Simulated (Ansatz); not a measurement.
# GeHSe (doublet): PBE, BLYP, r2SCAN, B97M-V, PBE0, B3LYP, wB97M-V, B2PLYP over vertical spin and charge gaps, def2-QZVPP, part 1 of 2

How well do these functionals follow the top wave-function level for GeHSe (doublet) over vertical spin and charge gaps?

Method: def2-QZVPP, all electrons in the functionals, frozen cores in the correlation of double hybrids and RPA; program: Ansatz 0.2.0, Gaussian basis.

The runs, in order: PBE, BLYP, r2SCAN, B97M-V, PBE0, B3LYP, wB97M-V, B2PLYP, at charge 0, doublet; charge 0, quartet; charge 1, singlet; charge 1, triplet (not every functional at every point).

8 further runs of the same task are left out: 1 that didn't finish, 7 set aside as unsound or not needed.

## 1. The system

The geometry is a PBE0/def2-TZVP stationary point (not a proven minimum). No spin-orbit coupling is included. The filled d shell of Ge, Se may be among the frozen orbitals whatever the setting's name suggests.

3 atoms, charge 0, spin multiplicity 2.

Atoms are counted from 1 here; the program's logs count them from 0.

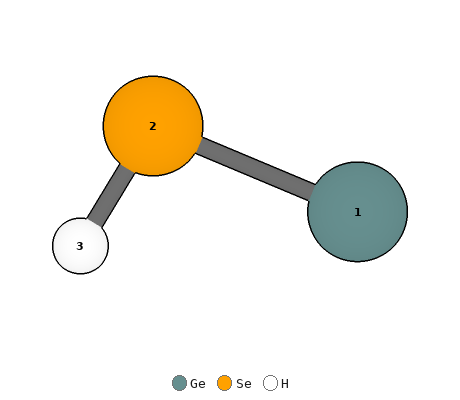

The structure; germanium teal, selenium orange, hydrogen white; atoms are numbered from 1 in the order of the file.

No dispersion term is added; B97M-V, wB97M-V hold VV10 nonlocal correlation. B3LYP takes the VWN-RPA correlation.

The geometry shown and the zero of energy belong to the point charge 0, doublet. The yardstick, RCCSD(T), and other wave-function levels (R restricted, U unrestricted, valence and pair active spaces) come from earlier runs.

## 2. PBE, charge 0, doublet

in.yaml reads:

```yaml
crystal:
  periodic: [false, false, false]
  atoms:
    - {symbol: Ge, position_ang: [0.000000, -0.451431, 1.639402]}
    - {symbol: Se, position_ang: [0.000000, -0.501937, -0.696081]}
    - {symbol: H, position_ang: [0.000000, 0.953367, -0.943321]}
basis:
  gaussian: {orbitals: "def2-QZVPP.json"}
magnetization: {spin_polarized: true, initial_magnetization: 1}
hamiltonian: {xc: {name: PBE}}
output: {orbitals: {seedname: orbitals}}
```

Command:

```bash
$ ansatz run in.yaml --threads 1 --pin off --events-out ev --progress --plain --max-ram 2393MiB
```

Output:

```text
Functional definition: PBE
  name "PBE"
  cite "Perdew, Burke & Ernzerhof, Phys. Rev. Lett. 77, 3865 (1996) doi:10.1103/PhysRevLett.77.3865"
  parent pbe
  parameter kappa = 0.804
  parameter beta = 0.06672455060314922
  exchange = pbe_x(kappa = kappa, mu = beta*pi^2/3)
  correlation = pbe_c(beta = beta)
1063 factors; their error is unknown
mean field evaluation 1: about -121867.4192 eV, gradient 1.7e1 eV
mean field evaluation 2: about -121863.8198 eV, gradient 3.0e1 eV
mean field evaluation 4: about -121868.3299 eV, gradient 1.5e0 eV
mean field evaluation 8: about -121868.3363 eV, gradient 5.5e-2 eV
mean field evaluation 16: about -121868.3249 eV, gradient 1.8e-4 eV
mean field evaluation 32: about -121867.5115 eV, gradient 4.6e0 eV
mean field -121868.32490744 eV, -4478.5783350309 hartree, gradient 6.5e-6 eV, S^2 0.755133; 4 other end points of the search recorded, 0 dependent functions left out
reference -121868.32494071 eV, -4478.5783362535 hartree; 34, 33 occupied and 174, 175 virtual orbitals, 1063 factors
Total energy: -121868.32494071 eV, -4478.5783362535 hartree
```

Run time: 15 s. Hardware: 1 thread of Arm Neoverse V2, shared host; peak memory 0.46 GiB.

From the report: ⟨S²⟩ of the determinant 0.755 (pure doublet: 0.75).

## 3. PBE, charge 0, quartet

Edit in.yaml of step 2 so:

```diff
@@ -8,3 +8,3 @@
   gaussian: {orbitals: "def2-QZVPP.json"}
-magnetization: {spin_polarized: true, initial_magnetization: 1}
+magnetization: {spin_polarized: true, initial_magnetization: 3}
 hamiltonian: {xc: {name: PBE}}
```

Launched as before.

Output:

```text
Functional definition: PBE
  name "PBE"
  cite "Perdew, Burke & Ernzerhof, Phys. Rev. Lett. 77, 3865 (1996) doi:10.1103/PhysRevLett.77.3865"
  parent pbe
  parameter kappa = 0.804
  parameter beta = 0.06672455060314922
  exchange = pbe_x(kappa = kappa, mu = beta*pi^2/3)
  correlation = pbe_c(beta = beta)
1063 factors; their error is unknown
mean field evaluation 1: about -121864.1144 eV, gradient 1.6e1 eV
mean field evaluation 2: about -121857.9135 eV, gradient 3.3e1 eV
mean field evaluation 4: about -121864.8278 eV, gradient 1.0e1 eV
mean field evaluation 8: about -121865.5071 eV, gradient 3.2e-1 eV
mean field evaluation 16: about -121865.4954 eV, gradient 2.6e-4 eV
mean field evaluation 32: about -121864.1746 eV, gradient 1.1e1 eV
mean field -121865.49535686 eV, -4478.4743509650 hartree, gradient 7.8e-6 eV, S^2 3.752841; 4 other end points of the search recorded, 0 dependent functions left out
reference -121865.49539224 eV, -4478.4743522651 hartree; 35, 32 occupied and 173, 176 virtual orbitals, 1063 factors
Total energy: -121865.49539224 eV, -4478.4743522651 hartree
```

Run time: 19 s. Hardware: 1 thread of Arm Neoverse V2, shared host; peak memory 0.49 GiB.

From the report: ⟨S²⟩ of the determinant 3.753 (pure quartet: 3.75).

From charge 0, doublet: +65.3 kcal/mol.

## 4. PBE, charge 1, singlet

Edit in.yaml of step 3 so:

```diff
@@ -8,3 +8,3 @@
   gaussian: {orbitals: "def2-QZVPP.json"}
-magnetization: {spin_polarized: true, initial_magnetization: 3}
+total_charge: 1
 hamiltonian: {xc: {name: PBE}}
```

Same command.

Output:

```text
Functional definition: PBE
  name "PBE"
  cite "Perdew, Burke & Ernzerhof, Phys. Rev. Lett. 77, 3865 (1996) doi:10.1103/PhysRevLett.77.3865"
  parent pbe
  parameter kappa = 0.804
  parameter beta = 0.06672455060314922
  exchange = pbe_x(kappa = kappa, mu = beta*pi^2/3)
  correlation = pbe_c(beta = beta)
1063 factors; their error is unknown
mean field evaluation 1: about -121855.6945 eV, gradient 4.1e1 eV
mean field evaluation 2: about -121773.6295 eV, gradient 1.4e2 eV
mean field evaluation 4: about -121859.9651 eV, gradient 1.8e1 eV
mean field evaluation 8: about -121861.0064 eV, gradient 1.4e-1 eV
mean field evaluation 16: about -121860.9942 eV, gradient 5.2e-5 eV
mean field -121860.99420319 eV, -4478.3089366188 hartree, gradient 5.7e-5 eV, S^2 0.000000; 0 other end points of the search recorded, 0 dependent functions left out
reference -121860.99423825 eV, -4478.3089379071 hartree; 33, 33 occupied and 175, 175 virtual orbitals, 1063 factors
Total energy: -121860.99423825 eV, -4478.3089379071 hartree
```

Wall time 3.4 s (1 thread of Arm Neoverse V2, shared host).

From charge 0, doublet: +169.1 kcal/mol.

## 5. BLYP, charge 0, doublet

Edit in.yaml of step 4 so:

```diff
@@ -8,4 +8,3 @@
   gaussian: {orbitals: "def2-QZVPP.json"}
-total_charge: 1
-hamiltonian: {xc: {name: PBE}}
-output: {orbitals: {seedname: orbitals}}
+magnetization: {spin_polarized: true, initial_magnetization: 1}
+hamiltonian: {xc: {name: BLYP}}
```

Same command.

Output:

```text
Functional definition: BLYP
  name "BLYP"
  cite "Becke, Phys. Rev. A 38, 3098 (1988) doi:10.1103/PhysRevA.38.3098"
  cite "Lee, Yang & Parr, Phys. Rev. B 37, 785 (1988) doi:10.1103/PhysRevB.37.785"
  parameter beta = 0.0042
  parameter a = 0.04918
  parameter b = 0.132
  parameter c = 0.2533
  parameter d = 0.349
  exchange = b88_x(beta = beta)
  correlation = lyp_c(a = a, b = b, c = c, d = d)
1063 factors; their error is unknown
mean field evaluation 1: about -121888.4623 eV, gradient 1.8e1 eV
mean field evaluation 2: about -121883.9382 eV, gradient 3.3e1 eV
mean field evaluation 4: about -121889.4709 eV, gradient 1.5e0 eV
mean field evaluation 8: about -121889.4782 eV, gradient 6.1e-2 eV
mean field evaluation 16: about -121889.4668 eV, gradient 1.2e-4 eV
mean field evaluation 32: about -121888.9924 eV, gradient 4.5e0 eV
mean field -121889.46681944 eV, -4479.3552859663 hartree, gradient 2.8e-5 eV, S^2 0.753073; 4 other end points of the search recorded, 0 dependent functions left out
reference -121889.46708243 eV, -4479.3552956309 hartree; 34, 33 occupied and 174, 175 virtual orbitals, 1063 factors
Total energy: -121889.46708243 eV, -4479.3552956309 hartree
```

It took 15 s on 1 thread of Arm Neoverse V2, shared host; peak memory 0.46 GiB.

From the report: ⟨S²⟩ of the determinant 0.753 (pure doublet: 0.75).

## 6. BLYP, charge 0, quartet

Edit in.yaml of step 5 so:

```diff
@@ -8,3 +8,3 @@
   gaussian: {orbitals: "def2-QZVPP.json"}
-magnetization: {spin_polarized: true, initial_magnetization: 1}
+magnetization: {spin_polarized: true, initial_magnetization: 3}
 hamiltonian: {xc: {name: BLYP}}
```

The command is unchanged.

Output:

```text
Functional definition: BLYP
  name "BLYP"
  cite "Becke, Phys. Rev. A 38, 3098 (1988) doi:10.1103/PhysRevA.38.3098"
  cite "Lee, Yang & Parr, Phys. Rev. B 37, 785 (1988) doi:10.1103/PhysRevB.37.785"
  parameter beta = 0.0042
  parameter a = 0.04918
  parameter b = 0.132
  parameter c = 0.2533
  parameter d = 0.349
  exchange = b88_x(beta = beta)
  correlation = lyp_c(a = a, b = b, c = c, d = d)
1063 factors; their error is unknown
mean field evaluation 1: about -121885.0612 eV, gradient 1.7e1 eV
mean field evaluation 2: about -121878.1719 eV, gradient 3.4e1 eV
mean field evaluation 4: about -121885.8815 eV, gradient 9.7e0 eV
mean field evaluation 8: about -121886.4683 eV, gradient 3.1e-1 eV
mean field evaluation 16: about -121886.4563 eV, gradient 2.0e-4 eV
mean field evaluation 32: about -121886.0985 eV, gradient 3.4e-4 eV
mean field -121886.45626212 eV, -4479.2446500254 hartree, gradient 3.6e-6 eV, S^2 3.752216; 4 other end points of the search recorded, 0 dependent functions left out
reference -121886.45652691 eV, -4479.2446597565 hartree; 35, 32 occupied and 173, 176 virtual orbitals, 1063 factors
Total energy: -121886.45652691 eV, -4479.2446597565 hartree
```

It took 23 s on 1 thread of Arm Neoverse V2, shared host; peak memory 0.56 GiB.

From the report: ⟨S²⟩ of the determinant 3.752 (pure quartet: 3.75).

From charge 0, doublet: +69.4 kcal/mol.

## 7. BLYP, charge 1, singlet

Edit in.yaml of step 6 so:

```diff
@@ -8,3 +8,3 @@
   gaussian: {orbitals: "def2-QZVPP.json"}
-magnetization: {spin_polarized: true, initial_magnetization: 3}
+total_charge: 1
 hamiltonian: {xc: {name: BLYP}}
```

Same command.

Output:

```text
Functional definition: BLYP
  name "BLYP"
  cite "Becke, Phys. Rev. A 38, 3098 (1988) doi:10.1103/PhysRevA.38.3098"
  cite "Lee, Yang & Parr, Phys. Rev. B 37, 785 (1988) doi:10.1103/PhysRevB.37.785"
  parameter beta = 0.0042
  parameter a = 0.04918
  parameter b = 0.132
  parameter c = 0.2533
  parameter d = 0.349
  exchange = b88_x(beta = beta)
  correlation = lyp_c(a = a, b = b, c = c, d = d)
1063 factors; their error is unknown
mean field evaluation 1: about -121876.6341 eV, gradient 4.3e1 eV
mean field evaluation 2: about -121790.3679 eV, gradient 1.4e2 eV
mean field evaluation 4: about -121881.0325 eV, gradient 2.0e1 eV
mean field evaluation 8: about -121882.3282 eV, gradient 1.6e-1 eV
mean field evaluation 16: about -121882.3158 eV, gradient 4.7e-5 eV
mean field -121882.31582169 eV, -4479.0924916461 hartree, gradient 5.2e-5 eV, S^2 0.000000; 0 other end points of the search recorded, 0 dependent functions left out
reference -121882.31609148 eV, -4479.0925015610 hartree; 33, 33 occupied and 175, 175 virtual orbitals, 1063 factors
Total energy: -121882.31609148 eV, -4479.0925015610 hartree
```

It took 4 s on 1 thread of Arm Neoverse V2, shared host.

From charge 0, doublet: +164.9 kcal/mol.

## 8. r2SCAN, charge 0, doublet

Edit in.yaml of step 7 so:

```diff
@@ -8,3 +8,3 @@
   gaussian: {orbitals: "def2-QZVPP.json"}
-total_charge: 1
-hamiltonian: {xc: {name: BLYP}}
+magnetization: {spin_polarized: true, initial_magnetization: 1}
+hamiltonian: {xc: {name: r2SCAN}}
```

Same command.

Output (excerpt; [...] marks lines left out):

```text
Functional definition: r2SCAN
  name "r2SCAN"
  cite "Furness, Kaplan, Ning, Perdew & Sun, J. Phys. Chem. Lett. 11, 8208 (2020) doi:10.1021/acs.jpclett.0c02405"
  cite "Furness, Kaplan, Ning, Perdew & Sun, J. Phys. Chem. Lett. 11, 9248 (2020) doi:10.1021/acs.jpclett.0c03077"
  parent r2scan
[...]
1063 factors; their error is unknown
[...]
mean field -121885.87082393 eV, -4479.2231355688 hartree, gradient 5.3e-5 eV, S^2 0.758427; 3 other end points of the search recorded, 0 dependent functions left out
reference -121885.87083790 eV, -4479.2231360822 hartree; 34, 33 occupied and 174, 175 virtual orbitals, 1063 factors
Total energy: -121885.87083790 eV, -4479.2231360822 hartree
```

It took 30 s on 1 thread of Arm Neoverse V2, shared host; peak memory 0.5 GiB.

From the report: ⟨S²⟩ of the determinant 0.758 (pure doublet: 0.75).

## 9. r2SCAN, charge 0, quartet

Edit in.yaml of step 8 so:

```diff
@@ -8,3 +8,3 @@
   gaussian: {orbitals: "def2-QZVPP.json"}
-magnetization: {spin_polarized: true, initial_magnetization: 1}
+magnetization: {spin_polarized: true, initial_magnetization: 3}
 hamiltonian: {xc: {name: r2SCAN}}
```

The command is unchanged.

Output (excerpt; [...] marks lines left out):

```text
Functional definition: r2SCAN
  name "r2SCAN"
  cite "Furness, Kaplan, Ning, Perdew & Sun, J. Phys. Chem. Lett. 11, 8208 (2020) doi:10.1021/acs.jpclett.0c02405"
  cite "Furness, Kaplan, Ning, Perdew & Sun, J. Phys. Chem. Lett. 11, 9248 (2020) doi:10.1021/acs.jpclett.0c03077"
  parent r2scan
[...]
1063 factors; their error is unknown
[...]
mean field -121883.17332455 eV, -4479.1240042950 hartree, gradient 1.1e-5 eV, S^2 3.756003; 4 other end points of the search recorded, 0 dependent functions left out
reference -121883.17333881 eV, -4479.1240048190 hartree; 35, 32 occupied and 173, 176 virtual orbitals, 1063 factors
Total energy: -121883.17333881 eV, -4479.1240048190 hartree
```

Run time: 39 s. Hardware: 1 thread of Arm Neoverse V2, shared host; peak memory 0.51 GiB.

From the report: ⟨S²⟩ of the determinant 3.756 (pure quartet: 3.75).

From charge 0, doublet: +62.2 kcal/mol.

## 10. r2SCAN, charge 1, singlet

Edit in.yaml of step 9 so:

```diff
@@ -8,3 +8,3 @@
   gaussian: {orbitals: "def2-QZVPP.json"}
-magnetization: {spin_polarized: true, initial_magnetization: 3}
+total_charge: 1
 hamiltonian: {xc: {name: r2SCAN}}
```

Same command.

Output:

```text
Functional definition: r2SCAN
  name "r2SCAN"
  cite "Furness, Kaplan, Ning, Perdew & Sun, J. Phys. Chem. Lett. 11, 8208 (2020) doi:10.1021/acs.jpclett.0c02405"
  cite "Furness, Kaplan, Ning, Perdew & Sun, J. Phys. Chem. Lett. 11, 9248 (2020) doi:10.1021/acs.jpclett.0c03077"
  parent r2scan
  parameter k0 = 0.174
  parameter k1 = 0.065
  parameter a1 = 4.9479
  exchange = r2scan_x(k0 = k0, k1 = k1, a1 = a1)
  correlation = r2scan_c
1063 factors; their error is unknown
mean field evaluation 1: about -121873.6856 eV, gradient 3.8e1 eV
mean field evaluation 2: about -121803.4511 eV, gradient 1.4e2 eV
mean field evaluation 4: about -121877.7669 eV, gradient 1.4e1 eV
mean field evaluation 8: about -121878.3364 eV, gradient 9.0e-2 eV
mean field evaluation 16: about -121878.3262 eV, gradient 2.3e-5 eV
mean field -121878.32617149 eV, -4478.9458747058 hartree, gradient 2.3e-5 eV, S^2 0.000000; 0 other end points of the search recorded, 0 dependent functions left out
reference -121878.32618270 eV, -4478.9458751177 hartree; 33, 33 occupied and 175, 175 virtual orbitals, 1063 factors
Total energy: -121878.32618270 eV, -4478.9458751177 hartree
```

It took 7 s on 1 thread of Arm Neoverse V2, shared host; peak memory 0.25 GiB.

From charge 0, doublet: +174.0 kcal/mol.

## 11. B97M-V, charge 0, doublet

Edit in.yaml of step 10 so:

```diff
@@ -8,3 +8,3 @@
   gaussian: {orbitals: "def2-QZVPP.json"}
-total_charge: 1
-hamiltonian: {xc: {name: r2SCAN}}
+magnetization: {spin_polarized: true, initial_magnetization: 1}
+hamiltonian: {xc: {name: B97M-V}}
```

Launched as before.

Output (excerpt; [...] marks lines left out):

```text
Functional definition: B97M-V
  name "B97M-V"
  cite "Mardirossian & Head-Gordon, J. Chem. Phys. 142, 074111 (2015) doi:10.1063/1.4907719"
  cite "Becke, J. Chem. Phys. 107, 8554 (1997) doi:10.1063/1.475007"
  cite "Vydrov & Van Voorhis, J. Chem. Phys. 133, 244103 (2010) doi:10.1063/1.3521275"
  # Of w^i u^j: cxij and so on, Table III.
[...]
  gx(w, u) = cx00 + cx01*u + cx02*u^2 + (cx10 + cx11*u)*w
  gss(w, u) = css00 + css02*u^2 + css10*w + (css32*w^3 + css42*w^4)*u^2
  gos(w, u) = cos00 + cos01*u + cos03*u^3 + cos10*w + cos32*w^3*u^2
[...]
      + integral(e_c_pw_mod_opposite_spin*gos(b97_w_opposite, b97_u_opposite)) + vv10(b, c)
1063 factors; their error is unknown
[...]
mean field -121863.67822427 eV, -4478.4075725741 hartree, gradient 2.4e-5 eV, S^2 0.755964; 4 other end points of the search recorded, 0 dependent functions left out
reference -121863.67827171 eV, -4478.4075743174 hartree; 34, 33 occupied and 174, 175 virtual orbitals, 1063 factors
Total energy: -121863.67827171 eV, -4478.4075743174 hartree
```

Wall time 62 s (1 thread of Arm Neoverse V2, shared host); peak memory 0.58 GiB.

From the report: ⟨S²⟩ of the determinant 0.756 (pure doublet: 0.75).

## 12. B97M-V, charge 0, quartet

Edit in.yaml of step 11 so:

```diff
@@ -8,3 +8,3 @@
   gaussian: {orbitals: "def2-QZVPP.json"}
-magnetization: {spin_polarized: true, initial_magnetization: 1}
+magnetization: {spin_polarized: true, initial_magnetization: 3}
 hamiltonian: {xc: {name: B97M-V}}
```

Same command.

Output (excerpt; [...] marks lines left out):

```text
Functional definition: B97M-V
  name "B97M-V"
  cite "Mardirossian & Head-Gordon, J. Chem. Phys. 142, 074111 (2015) doi:10.1063/1.4907719"
  cite "Becke, J. Chem. Phys. 107, 8554 (1997) doi:10.1063/1.475007"
  cite "Vydrov & Van Voorhis, J. Chem. Phys. 133, 244103 (2010) doi:10.1063/1.3521275"
  # Of w^i u^j: cxij and so on, Table III.
[...]
  gx(w, u) = cx00 + cx01*u + cx02*u^2 + (cx10 + cx11*u)*w
  gss(w, u) = css00 + css02*u^2 + css10*w + (css32*w^3 + css42*w^4)*u^2
  gos(w, u) = cos00 + cos01*u + cos03*u^3 + cos10*w + cos32*w^3*u^2
[...]
      + integral(e_c_pw_mod_opposite_spin*gos(b97_w_opposite, b97_u_opposite)) + vv10(b, c)
1063 factors; their error is unknown
[...]
mean field -121860.82283622 eV, -4478.3026389986 hartree, gradient 6.7e-6 eV, S^2 3.755125; 4 other end points of the search recorded, 0 dependent functions left out
reference -121860.82288560 eV, -4478.3026408133 hartree; 35, 32 occupied and 173, 176 virtual orbitals, 1063 factors
Total energy: -121860.82288560 eV, -4478.3026408133 hartree
```

Wall time 99 s (1 thread of Arm Neoverse V2, shared host); peak memory 0.64 GiB.

From the report: ⟨S²⟩ of the determinant 3.755 (pure quartet: 3.75).

From charge 0, doublet: +65.8 kcal/mol.

## 13. B97M-V, charge 1, singlet

Edit in.yaml of step 12 so:

```diff
@@ -8,3 +8,3 @@
   gaussian: {orbitals: "def2-QZVPP.json"}
-magnetization: {spin_polarized: true, initial_magnetization: 3}
+total_charge: 1
 hamiltonian: {xc: {name: B97M-V}}
```

Same command.

Output (excerpt; [...] marks lines left out):

```text
Functional definition: B97M-V
  name "B97M-V"
  cite "Mardirossian & Head-Gordon, J. Chem. Phys. 142, 074111 (2015) doi:10.1063/1.4907719"
  cite "Becke, J. Chem. Phys. 107, 8554 (1997) doi:10.1063/1.475007"
  cite "Vydrov & Van Voorhis, J. Chem. Phys. 133, 244103 (2010) doi:10.1063/1.3521275"
  # Of w^i u^j: cxij and so on, Table III.
[...]
  gx(w, u) = cx00 + cx01*u + cx02*u^2 + (cx10 + cx11*u)*w
  gss(w, u) = css00 + css02*u^2 + css10*w + (css32*w^3 + css42*w^4)*u^2
  gos(w, u) = cos00 + cos01*u + cos03*u^3 + cos10*w + cos32*w^3*u^2
[...]
      + integral(e_c_pw_mod_opposite_spin*gos(b97_w_opposite, b97_u_opposite)) + vv10(b, c)
1063 factors; their error is unknown
[...]
mean field -121856.34027120 eV, -4478.1379077727 hartree, gradient 1.4e-5 eV, S^2 0.000000; 0 other end points of the search recorded, 0 dependent functions left out
reference -121856.34032226 eV, -4478.1379096489 hartree; 33, 33 occupied and 175, 175 virtual orbitals, 1063 factors
Total energy: -121856.34032226 eV, -4478.1379096489 hartree
```

It took 14 s on 1 thread of Arm Neoverse V2, shared host; peak memory 0.29 GiB.

From charge 0, doublet: +169.2 kcal/mol.

## 14. PBE0, charge 0, doublet

Edit in.yaml of step 13 so:

```diff
@@ -8,3 +8,4 @@
   gaussian: {orbitals: "def2-QZVPP.json"}
-total_charge: 1
-hamiltonian: {xc: {name: B97M-V}}
+magnetization: {spin_polarized: true, initial_magnetization: 1}
+hamiltonian: {xc: {name: PBE0}}
+output: {orbitals: {seedname: orbitals}}
```

Same command.

Output:

```text
Functional definition: PBE0
  name "PBE0"
  cite "Adamo & Barone, J. Chem. Phys. 110, 6158 (1999) doi:10.1063/1.478522"
  cite "Perdew, Burke & Ernzerhof, Phys. Rev. Lett. 77, 3865 (1996) doi:10.1103/PhysRevLett.77.3865"
  parent pbe
  parameter a = 0.25
  parameter kappa = 0.804
  parameter beta = 0.06672455060314922
  exchange = (1 - a)*pbe_x(kappa = kappa, mu = beta*pi^2/3) + a*exact_x
  correlation = pbe_c(beta = beta)
1172 factors; their error is unknown
mean field evaluation 1: about -121870.6897 eV, gradient 1.1e1 eV
mean field evaluation 2: about -121870.1549 eV, gradient 1.5e1 eV
mean field evaluation 4: about -121871.2620 eV, gradient 6.2e-1 eV
mean field evaluation 8: about -121871.6079 eV, gradient 6.1e-2 eV
mean field evaluation 16: about -121871.6080 eV, gradient 7.0e-5 eV
mean field -121871.60795521 eV, -4478.6989848111 hartree, gradient 2.3e-5 eV, S^2 0.756486; 1 other end points of the search recorded, 0 dependent functions left out
reference -121871.60798031 eV, -4478.6989857337 hartree; 34, 33 occupied and 174, 175 virtual orbitals, 1172 factors
Total energy: -121871.60798031 eV, -4478.6989857337 hartree
```

Wall time 15 s (1 thread of Arm Neoverse V2, shared host); peak memory 0.6 GiB.

From the report: ⟨S²⟩ of the determinant 0.756 (pure doublet: 0.75).

## 15. PBE0, charge 0, quartet

Edit in.yaml of step 14 so:

```diff
@@ -8,3 +8,3 @@
   gaussian: {orbitals: "def2-QZVPP.json"}
-magnetization: {spin_polarized: true, initial_magnetization: 1}
+magnetization: {spin_polarized: true, initial_magnetization: 3}
 hamiltonian: {xc: {name: PBE0}}
```

Launched as before.

Output:

```text
Functional definition: PBE0
  name "PBE0"
  cite "Adamo & Barone, J. Chem. Phys. 110, 6158 (1999) doi:10.1063/1.478522"
  cite "Perdew, Burke & Ernzerhof, Phys. Rev. Lett. 77, 3865 (1996) doi:10.1103/PhysRevLett.77.3865"
  parent pbe
  parameter a = 0.25
  parameter kappa = 0.804
  parameter beta = 0.06672455060314922
  exchange = (1 - a)*pbe_x(kappa = kappa, mu = beta*pi^2/3) + a*exact_x
  correlation = pbe_c(beta = beta)
1172 factors; their error is unknown
mean field evaluation 1: about -121868.1275 eV, gradient 1.0e1 eV
mean field evaluation 2: about -121868.3573 eV, gradient 9.5e0 eV
mean field evaluation 4: about -121868.5523 eV, gradient 5.5e-1 eV
mean field evaluation 8: about -121868.5553 eV, gradient 6.6e-2 eV
mean field evaluation 16: about -121868.8994 eV, gradient 6.0e-4 eV
mean field -121868.89941412 eV, -4478.5994477621 hartree, gradient 1.1e-5 eV, S^2 3.755728; 1 other end points of the search recorded, 0 dependent functions left out
reference -121868.89944089 eV, -4478.5994487457 hartree; 35, 32 occupied and 173, 176 virtual orbitals, 1172 factors
Total energy: -121868.89944089 eV, -4478.5994487457 hartree
```

It took 16 s on 1 thread of Arm Neoverse V2, shared host; peak memory 0.62 GiB.

From the report: ⟨S²⟩ of the determinant 3.756 (pure quartet: 3.75).

From charge 0, doublet: +62.5 kcal/mol.

(Continued in part 2 of 2.)
